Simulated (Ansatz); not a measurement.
A computed series for GaN: response to strain

Consider GaN in the wurtzite structure (space group P6_3mc, No. 186).

```
CELL_PARAMETERS angstrom
      3.18258     0.00000     0.00000
     -1.59129     2.75619     0.00000
      0.00000     0.00000     5.18543
ATOMIC_POSITIONS crystal
  Ga 0.33333 0.66667 0.00019
  Ga 0.66667 0.33333 0.50019
  N  0.33333 0.66667 0.37681
  N  0.66667 0.33333 0.87681
```

Cartesian axes are those of the cell as printed.

Strains are applied to the cell and any free atomic positions relax; under biaxial strain the out-of-plane vector relaxes too.

Computed with plane-wave PAW DFT at the PBEsol level (Ansatz, a program for electronic structure, 420 eV), scalar-relativistic without spin-orbit coupling.

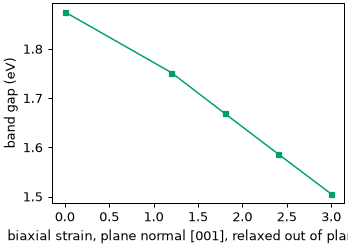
Fig. 1. Band gap against biaxial strain, plane normal [001], relaxed out of plane

```json
[
 {"biaxial strain, plane normal [001], relaxed out of plane (%)": "1.2", "band gap": "1.75 eV"},
 {"biaxial strain, plane normal [001], relaxed out of plane (%)": "1.8", "band gap": "1.67 eV"},
 {"biaxial strain, plane normal [001], relaxed out of plane (%)": "2.4", "band gap": "1.59 eV"},
 {"biaxial strain, plane normal [001], relaxed out of plane (%)": "3", "band gap": "1.51 eV"}
]
```

Stability against distortions was not tested.
